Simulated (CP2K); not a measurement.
Consider aminooxirane at its PBE geometry (Å).

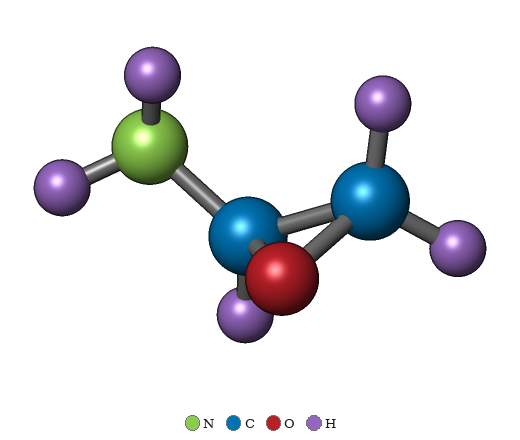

The molecule (nitrogen green, carbon blue, oxygen red, hydrogen purple).

```xyz
9

N     1.3221   -0.1101    0.4043
C     0.0856   -0.4608   -0.1896
C    -1.1540    0.2566    0.1177
O    -0.5432    0.4219   -1.1936
H     1.3675    0.8835    0.6322
H     2.1119   -0.3438   -0.1978
H     0.0275   -1.5164   -0.4664
H    -2.1128   -0.2704    0.1287
H    -1.1046    1.1396    0.7644
```

Method: CP2K XAS_TDP, all-electron GAPW, PBEh(45%), aug-cc-pVDZ, TDA, no relativity.

Question: Predict the bright core excitations at the N K edge.

Leading lines: N1 397.95 eV. The leading line of an atom is its first one with 35 % of the strongest within 2.5 eV of its lowest line over the strength cut. 

The first six lines of each atom with a strength over 0.0015:

```csv
atom,energy (eV),states,"strength, one atom"
N1 (bonded to C and 2 H),397.95,1,0.0105
,398.68,1,0.0239
,399.45,1,0.0049
,399.93,1,0.0067
,400.12,1,0.0043
,400.45,1,0.0026
```

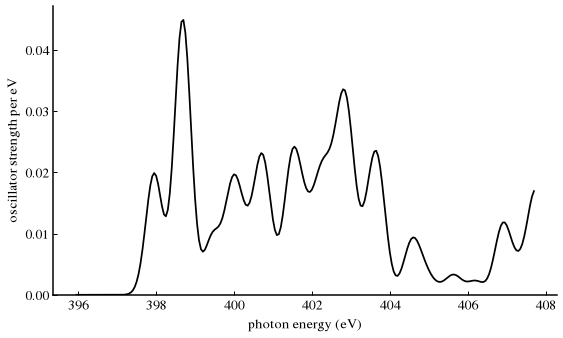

All atoms added, broadened by 0.5 eV.

Lines are vertical, at one geometry, with no vibrational structure. Without a correction of the core level, line positions, and the gaps between valence and Rydberg lines, follow the share of exact exchange. At this level such K lines come out 3 to 6 eV under measured ones. These values hold no scalar relativity, about 0.2 eV for N 1s. Rydberg lines, and the discretised continuum above threshold, depend on the basis and the box.

[Banner, clock and machine lines of the logs are left out without a mark of their own.]

[Logs are printed without paths, hosts, clocks, repeated set-up lines and the standing remarks that a program may print on its own settings, such as how far it seeks lower states.]

[Hosts, paths, dates, database ids (printed as entryN), source tags and the programs' standing remarks are cut or masked in the printed files.]
